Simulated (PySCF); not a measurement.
## Electronic structure of CH$_{10}$OS$_{2}$Si$_{3}$ (SMILES C[SiH2]O[SiH2]S[SiH2]S) in real space

```xyz
17

C    -2.5653    1.4301    0.2900
Si   -2.6192   -0.2197   -0.6359
O    -1.3855   -1.1715   -0.1143
Si    0.1195   -1.4575    0.3387
S     1.2630    0.3192   -0.0363
Si    3.2222   -0.3140    0.5400
S     4.5202    1.3378    0.1552
H    -2.7292    1.2924    1.3566
H    -3.3235    2.1171   -0.0737
H    -1.5958    1.9082    0.1677
H    -2.4184   -0.0569   -2.0750
H    -3.7812   -1.0409   -0.3010
H     0.6488   -2.5227   -0.4950
H     0.1430   -1.7050    1.7706
H     3.6462   -1.4448   -0.2694
H     3.2563   -0.6221    1.9608
H     3.5918    2.1622   -0.3023
```

Geometry: GFN2-xTB.

All numbers below come from B3LYP/def2-SVPD, SCF density, gas phase (PySCF).

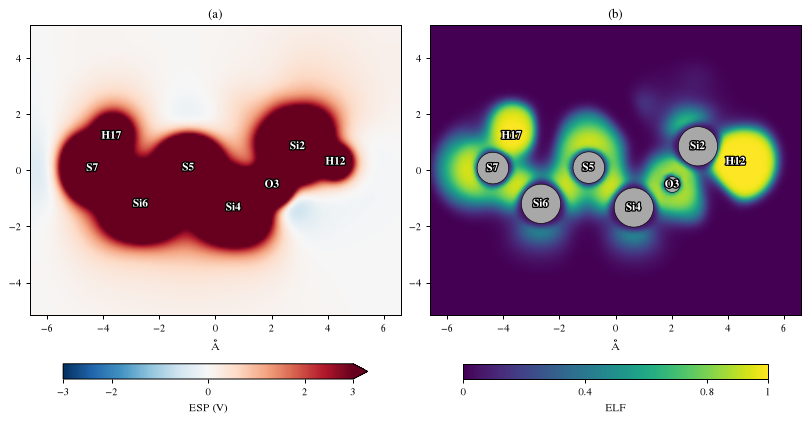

Figure 1. (a) molecular electrostatic potential; (b) electron localisation function on the plane of atoms Si6, S7 and H17. Grey discs cover the atomic cores in the ELF map.

### Interpret the plot.

Atoms in the plane: Si, O, S and H. Si–O (1.60 Å): the ELF peaks at about 0.85 between the atoms; a short, strongly polar bond. Si–S (2.14 Å): the ELF peaks at about 0.95 between the atoms, as expected for a covalent bond. Si–O (1.64 Å): the ELF peaks at about 0.85 between the atoms; a shared but strongly polarised pair. S–H (1.32 Å): the ELF climbs to about 1 towards the hydrogen, as it does in any bond to H. Si–H (1.46 Å): the ELF climbs to about 1 towards the hydrogen. The ELF also peaks beside O3, S7 and S5, away from the bonds: lone-pair regions. Outside the dense part of the molecule the potential is most negative (−0.6 V) near O3.

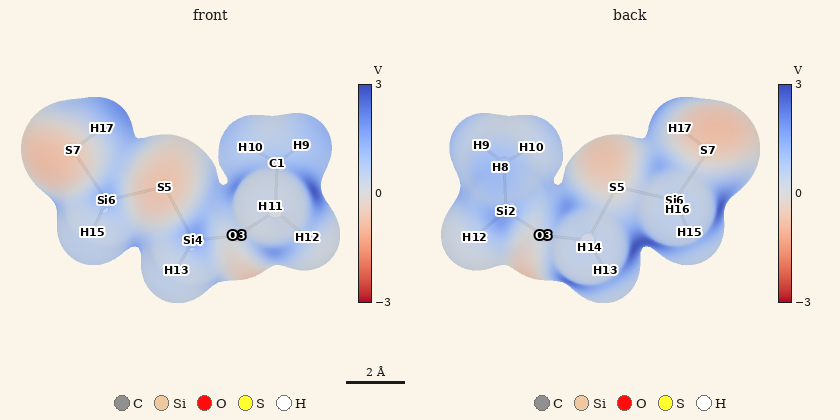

Figure 2. The molecular electrostatic potential painted on the density surface at 0.004 e/bohr³, seen from the front and from behind; red is negative and blue positive.

### Where is the surface potential most negative and most positive?

The most negative region (about −0.8 V) lies over S7, the most positive (about +2.8 V) over Si2, Si4 and Si6.
